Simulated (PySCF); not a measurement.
**C2H2F2 (SMILES F/C=C\F): SVWN5/6-311+G(d,p)**

Aim: the vertical electron affinity of C2H2F2 at SVWN5/6-311+G**, from 2 runs. 

The calculation is run with PySCF 2.14.0.

1 further run of the same task is left out (set aside as unsound or not needed).

## (1) The molecule

The species is C2H2F2 (6 atoms), meant as a singlet with charge 0. As SMILES, `F/C=C\F`. Geometry: relaxed at GFN2-xTB.

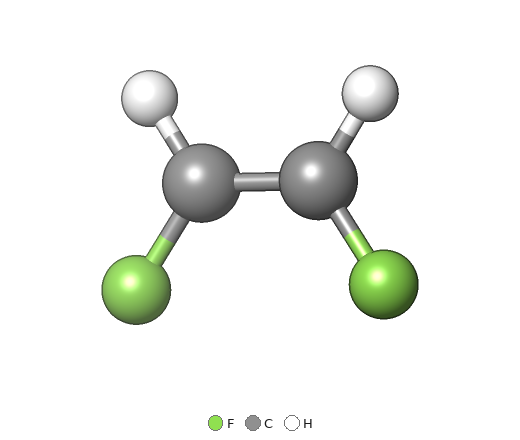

Viewed from a chosen angle; fluorine green, carbon grey, hydrogen white.

## (2) A single-point energy at SVWN5/6-311+G(d,p)

The input, run.py:

```python
from pyscf import gto, dft

system = gto.Mole()
system.atom = [
    ('F', (0.192360, -0.836360, -1.520840)),
    ('C', (0.405210, 0.027280, -0.525710)),
    ('C', (-0.327390, 0.076410, 0.572410)),
    ('F', (-1.362570, -0.733090, 0.808990)),
    ('H', (1.239650, 0.687180, -0.705780)),
    ('H', (-0.147270, 0.778580, 1.370930)),
]
system.verbose = 3
system.charge = 0
system.basis = '6-311+g**'
system.max_memory = 1860
system.build()

mf = dft.RKS(system)
mf.xc = 'svwn'
mf.conv_tol = 1e-10
mf.grids.level = 5
mf.kernel()
if not mf.converged:
    mf = mf.newton().run(mf.mo_coeff, mf.mo_occ)

e_final = mf.e_tot
print(f'total energy: {e_final:.8f} hartree')
```

On the command line:

```console
$ OMP_NUM_THREADS=1 python run.py
```

Standard output:

```text
converged SCF energy = -275.165726446779
total energy: -275.16572645 hartree
```

It took 17 s on 1 thread of Arm Neoverse N1, shared host; peak memory 0.33 GiB.

## (3) The doublet anion

The input, job.py:

```python
from pyscf import gto, dft

molecule = gto.Mole()
molecule.atom = '''
F      0.363508    -1.580491    -2.873971
C      0.765736     0.051552    -0.993448
C     -0.618677     0.144394     1.081698
F     -2.574884    -1.385339     1.528770
H      2.342599     1.298582    -1.333731
H     -0.278300     1.471303     2.590682
'''
molecule.verbose = 4
molecule.unit = 'bohr'
molecule.basis = '6-311+g**'
molecule.max_memory = 1860
molecule.spin = 1
molecule.charge = -1
molecule.build()

calc0 = dft.UKS(molecule, xc='svwn')
calc0.conv_tol = 1e-10
calc0.grids.level = 5
calc0.kernel()
if not calc0.converged:
    calc0 = calc0.newton().run(calc0.mo_coeff, calc0.mo_occ)

etot = calc0.e_tot
print('Final energy', etot)
```

On the command line:

```console
$ OMP_NUM_THREADS=1 python job.py
```

Standard output:

```text
PySCF version 2.14.0

[... 106 lines left out ...]
converged SCF energy = -275.129938320925  <S^2> = 0.75019109  2S+1 = 2.0001911
Final energy -275.1299383209245
```

Run time: 32 s. Hardware: 1 thread of Arm Neoverse N1, shared host; peak memory 0.34 GiB.

## (4) Results

Level: SVWN5/6-311+G**.

| quantity | value |
| --- | --- |
| singlet C2H2F2: total energy | -275.16573 Eh |
| singlet C2H2F2: dipole moment | 2.37 D |
| singlet C2H2F2: HOMO energy | -6.62 eV |
| singlet C2H2F2: LUMO energy | -1.06 eV |
| singlet C2H2F2: HOMO–LUMO gap | 5.56 eV |
| doublet anion: total energy | -275.12994 Eh |
| doublet anion: HOMO energy (highest over α and β) | 2.62 eV |
| doublet anion: LUMO energy (lowest over α and β) | 3.05 eV |
| doublet anion: ⟨S²⟩ | 0.750 |
| vertical electron affinity (to the doublet anion) | -0.974 eV |

In words: The anion lies 0.97 eV (22.5 kcal/mol) above the neutral: the electron isn't bound at this level, and such a value depends on the basis. Mulliken charges (singlet C2H2F2) run from -0.10 on F4 to +0.19 on H6; in a basis this large or diffuse they mean little. The HOMO (doublet anion) lies at positive energy, 2.62 eV, as semi-local functionals often give for anions; only total energies tell whether the electron is bound.
